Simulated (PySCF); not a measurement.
## Run report: C$_{7}$H$_{10}$N$_{2}$, excited-state calculation

The run: excited-state calculation of C$_{7}$H$_{10}$N$_{2}$, SMILES CCc1nnccc1C. Method and program: TDDFT B3LYP/def2-SVPD, vertical, gas phase, core orbitals frozen in the response (PySCF 2.14.0).

The geometry comes from this level: PBE0-D3(BJ)/def2-SVP. It belongs to a series of runs on one base structure; here: Br replaced by CH3.

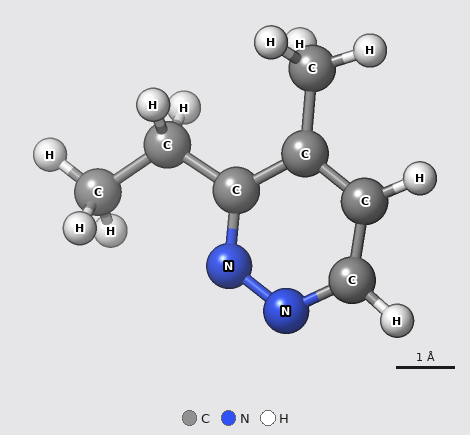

Fig. 1: The structure as given in the input (ball-and-stick view, seen at a tilt).

Key numbers:

```tsv
quantity	value
outcome	converged
total energy	−381.983167 hartree
HOMO	−6.21 eV
LUMO	−1.40 eV
dipole moment	4.43 D
mean polarisability	96.14 a.u.
vertical ionisation energy	8.39 eV
vertical electron affinity	−0.56 eV
lowest singlet excitation	3.51 eV
hardware	1 CPU thread, shared host
wall time	3.1 min
peak memory	1.1 GiB
```

The input:
```
{"job": {"kind": "uv", "xc": "B3LYP", "basis": "def2-SVPD", "ip": true, "dynamic": false}, "charge": 0, "multiplicity": 1}
C      2.659956     0.160452    -0.540113
C      1.398995    -0.603480    -0.183456
C      0.144671     0.226751    -0.155244
N      0.272611     1.517226    -0.447778
N     -0.765297     2.326978    -0.448550
C     -1.963695     1.847355    -0.151983
C     -2.188094     0.506132     0.166019
C     -1.104549    -0.355820     0.170082
C     -1.233717    -1.808674     0.497606
H      2.842291     0.977763     0.171131
H      2.575721     0.621311    -1.533887
H      3.529915    -0.512722    -0.535360
H      1.244463    -1.438250    -0.891372
H      1.512774    -1.091761     0.801541
H     -2.783076     2.572756    -0.171068
H     -3.193902     0.149517     0.404097
H     -0.866450    -2.438146    -0.328323
H     -0.633030    -2.070912     1.383323
H     -2.278538    -2.081287     0.699216
```

The first line tells a small driver script what to run in PySCF; the rest is the geometry in Å.

Launch command:
```bash
OMP_NUM_THREADS=1 python <driver script> task.json out
```

Output:
```
coarse grid: 15928 points
cycle   1  E = -381.8607263954  dE =  1.162e+00  |g| = 4.380e-01  |ddm| = 1.082e+01
cycle   2  E = -381.8539173972  dE =  6.809e-03  |g| = 4.802e-01  |ddm| = 3.767e+00
cycle   3  E = -381.9112606974  dE = -5.734e-02  |g| = 1.129e-01  |ddm| = 1.826e+00
cycle   4  E = -381.9131277292  dE = -1.867e-03  |g| = 6.566e-02  |ddm| = 3.721e-01
cycle   5  E = -381.9142325299  dE = -1.105e-03  |g| = 9.259e-03  |ddm| = 2.255e-01
cycle   6  E = -381.9142530738  dE = -2.054e-05  |g| = 3.913e-03  |ddm| = 5.507e-02
cycle   7  E = -381.9142567445  dE = -3.671e-06  |g| = 8.497e-04  |ddm| = 1.525e-02
final grid: 154160 points
cycle   8  E = -381.9831580874  dE = -6.315e-05  |g| = 5.762e-03  |ddm| = 3.593e-01
cycle   9  E = -381.9831523348  dE =  5.753e-06  |g| = 7.641e-03  |ddm| = 5.089e-02
cycle  10  E = -381.9831661106  dE = -1.378e-05  |g| = 1.796e-03  |ddm| = 3.102e-02
cycle  11  E = -381.9831668970  dE = -7.864e-07  |g| = 3.128e-04  |ddm| = 5.528e-03
cycle  12  E = -381.9831669171  dE = -2.006e-08  |g| = 1.581e-04  |ddm| = 1.317e-03
cycle  13  E = -381.9831669226  dE = -5.495e-09  |g| = 3.703e-05  |ddm| = 4.029e-04
cycle  14  E = -381.9831669228  dE = -2.692e-10  |g| = 1.213e-05  |ddm| = 1.412e-04
```

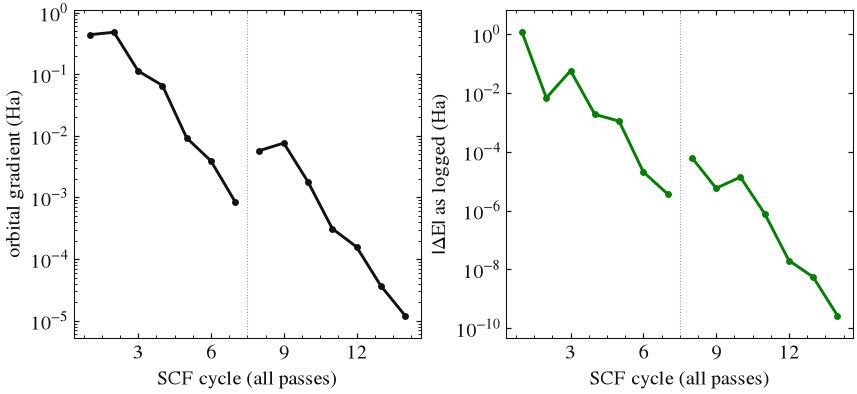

Fig. 2: Convergence of the self-consistent field: orbital gradient and size of the energy change against the SCF cycle. The dotted line marks the change from a coarse to the final integration grid. The first 7 cycles use a coarse grid, the final grid takes over at cycle 8, and the field converges after 14 cycles in all.

```
converged SCF energy = -381.9831669228

Static polarisability (au): isotropic 96.137, principal 63.971 106.180 118.258

Singlet excitations
state   eV       nm        f      main configurations
  1   3.5075    353.5   0.00293   H->L 1.00
  2   3.9757    311.9   0.00001   H->L+1 1.00
  3   5.5080    225.1   0.02635   H-1->L 0.68, H-2->L+1 0.20
  4   5.6808    218.3   0.00585   H->L+2 0.96
  5   5.6961    217.7   0.00013   H-3->L 0.99
  6   6.1677    201.0   0.02069   H-1->L+1 0.52, H-2->L 0.30, H-1->L 0.09
  7   6.2061    199.8   0.00398   H-3->L+1 0.99
  8   6.3016    196.8   0.02068   H->L+3 0.89
  9   6.5108    190.4   0.01550   H->L+4 0.89
 10   6.9622    178.1   0.45604   H-2->L 0.55, H-1->L+1 0.31

Triplet excitations (Tamm-Dancoff, eV): 2.7991 3.6358 4.2319 4.5571
Vertical ionisation energy (delta-SCF) = 8.3914 eV
Vertical electron affinity (delta-SCF) = -0.5555 eV
```

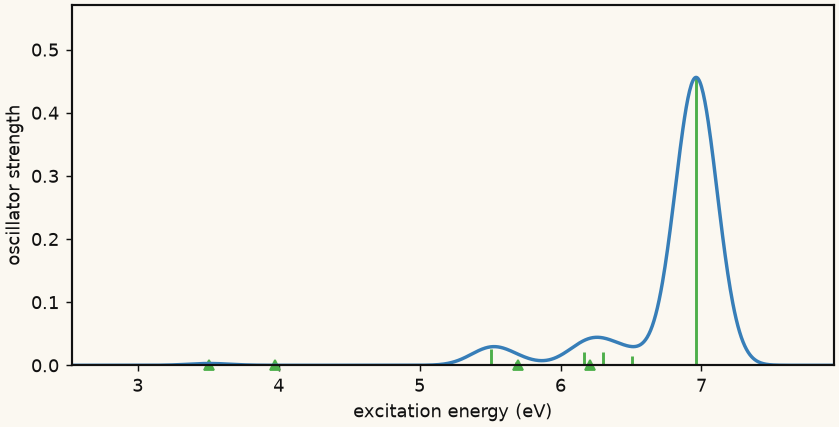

Fig. 3: Computed excitations as sticks (degenerate states added up, dark ones marked on the axis), with a Gaussian envelope of 0.35 eV full width at half maximum, scaled to the tallest. Of the 10 states the lowest lies at 3.51 eV (f = 0.003); the strongest line is at 6.96 eV, or 178 nm (f = 0.456).

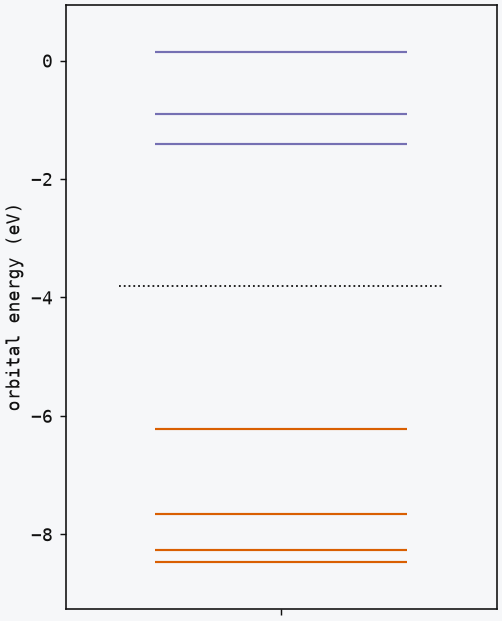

Fig. 4: Orbital energies near the frontier; the dotted line parts filled from empty levels, and levels within 0.02 eV of each other stand side by side. Highest filled −6.21 eV, lowest empty −1.40 eV, 4.81 eV apart.
